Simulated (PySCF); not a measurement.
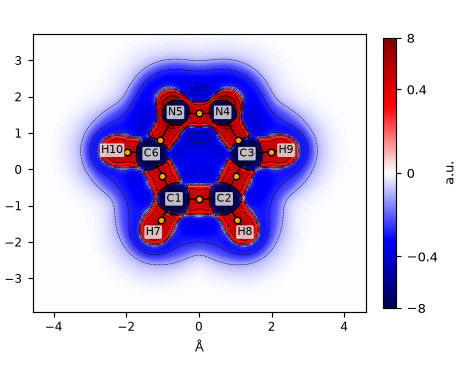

Figure. C$_{4}$H$_{4}$N$_{2}$, SMILES `c1ccnnc1`. Negative Laplacian of the density (−∇²ρ) in the molecular plane (red positive, blue negative, colour scale in a.u., logarithmic beyond ±0.04), with bond paths and bond critical points (dots).

PySCF calculation, HF/def2-SVPD, gas phase; geometry: GFN2-xTB. No frequency check shows the geometry to be a minimum.

Input

```python
import numpy as np
from pyscf import gto, scf, dft
from pyscf.scf import atom_ks, atom_hf
from scipy.linalg import block_diag

def solve(mol, dm0=None, hcore=None):
    mf = scf.UHF(mol) if mol.spin else scf.RHF(mol)
    mf = mf.density_fit(auxbasis='def2-universal-jkfit')
    mf.conv_tol, mf.max_cycle = 1e-8, 80
    if hcore is not None:
        mf.get_hcore = lambda *args: hcore
    mf.kernel(dm0)
    if not mf.converged:
        mf = mf.newton().run(mf.mo_coeff, mf.mo_occ, max_cycle=30)
    assert mf.converged, 'SCF not converged'
    return mf

mol = gto.M(atom='''
C      0.69030     1.17017     0.00000
C     -0.69030     1.17017     0.00000
C     -1.31735    -0.07533     0.00000
N     -0.64929    -1.21206     0.00000
N      0.64929    -1.21206     0.00000
C      1.31735    -0.07533     0.00000
H      1.26333     2.08527     0.00000
H     -1.26333     2.08527     0.00000
H     -2.39425    -0.16986     0.00000
H      2.39425    -0.16986     0.00000
''', basis='def2-svpd', charge=0, spin=0, verbose=4)
mf = solve(mol)
mf.analyze()
# spherically averaged free atoms, for the promolecule
atm = scf.atom_hf.get_atm_nrhf(mol)
pro = block_diag(*[(atm[a[0]][2] * atm[a[0]][3]) @ atm[a[0]][2].T for a in mol._atom])
np.savez('result.npz', e=mf.e_tot, c=mf.mo_coeff, occ=mf.mo_occ, eps=mf.mo_energy, pro=pro, dip=mf.dip_moment(verbose=0), s2=mf.spin_square()[0])
```

Command:

```sh
OMP_NUM_THREADS=1 python input.py
```

The run took 1.8 s on 1 thread of Intel(R) Xeon(R) 6975P-C (Granite Rapids), with other jobs on the host, peak memory 0.41 GiB.

Partitions, critical points and surface values were worked out afterwards from this run's density.

Q: At which bond critical points in this plane is charge locally concentrated, and at which depleted?

A: Concentrated (∇²ρ < 0): N4–N5 (−1.19 a.u.); C3–N4 and N5–C6 (−0.88 a.u.); C1–C2 (−0.94 a.u.); C2–C3 and C1–C6 (−0.94 a.u.); C3–H9 and C6–H10 (−1.22 a.u.); C1–H7 and C2–H8 (−1.18 a.u.). At none is it depleted.

Q: Where along C3–N4 does the critical point lie?

A: 0.44 Å from C3 and 0.88 Å from N4.
